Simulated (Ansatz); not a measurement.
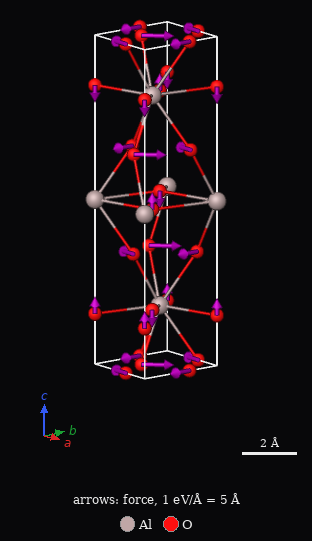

Starting geometry of a crystal of AlO₅ (a generated structure, set up in R32) (coarse preliminary run) with the computed forces as purple arrows. The picture is a ball-and-stick view of the conventional cell (3 times the calculation's cell), seen slightly off an axis. Lengths and directions refer to the drawn axes.

These are results of DFT PBE, scalar-relativistic, plane waves, PAW (Ansatz 0.2.0), not measurements.

Input file:
```yaml
crystal:
  lattice:
    - [2.28229288, 1.31768241, 4.11473818]
    - [-2.28229288, 1.31768241, 4.11473818]
    - [0.0, -2.63536482, 4.11473818]
  atoms:
    - { symbol: Al, position: [0.5, 0.5, 0.5] }
    - { symbol: O, position: [0.61957282, 0.38042718, 0.0], spin: 1.0 }
    - { symbol: O, position: [0.15254025, 0.15254025, 0.15254025], spin: 1.0 }
    - { symbol: O, position: [0.0, 0.61957282, 0.38042718], spin: 1.0 }
    - { symbol: O, position: [0.38042718, 0.0, 0.61957282], spin: 1.0 }
    - { symbol: O, position: [0.84745975, 0.84745975, 0.84745975], spin: 1.0 }
basis:
  ecutwfc: 420
kpoints:
  mp_grid: { grid: [6, 6, 6] }
hamiltonian:
  xc: pbe
scf:
  occupations: { method: gaussian, width: 0.1 }
  lower_state_search: "off"
output:
  forces: true
  stress: true
  eigenvalues: true
  populations: true
magnetization:
  spin_polarized: true
relax:
  adjacent_minimum: "off"
  f_tol: 0.04
  max_steps: 70
  cell: { stress_tol: 0.4 }
```

Command:
```bash
ansatz run input.yaml --threads 1 --pin off --max-ram 2560MiB --backend cpu --events-out ev --progress --plain --runs-dir out
```

Question: Is this structure relaxed? If not, where do the atoms go?

Answer: It isn't relaxed: the largest force vector, on O atoms, is 0.25 eV/Å. The atoms end up moving mostly along the starting forces (cosine between the two patterns 1.00). After 16 accepted moves (19 points after the start) the energy has fallen by 1257 meV per atom. The largest force component goes from 0.25 to 0.0015 eV/Å. Pressure: −19.77 GPa at the start and 0.06 GPa at the end. The SCF was repeated 3 times at an unchanged geometry on a basis and grid sized afresh for the cell, which shifted the energy by 30.7 meV per atom at most. The largest moves relative to the cell, 0.63 Å, are those of O2, O4 and O5. O2 goes along −a. Al stays in place. The drawn cell changes as follows: a = b 4.565 → 5.258 Å (+15.2 %), c 12.344 → 7.139 Å (−42.2 %); the volume changes by −23.3 %. Near-neighbour distances that change, for instance: Al1–O3 4.289 → 2.181 Å, O2–O3 2.649 → 1.813 Å, Al1–O2 2.503 → 1.929 Å, Al1–O3 (another image) 2.641 → 3.042 Å. New bonds form: Al1–O3 (4.29 → 2.18 Å), Al1–O6 (4.29 → 2.18 Å). The space group (tolerance 0.01 Å) goes from R32 (No. 155) to R-3m (No. 166).
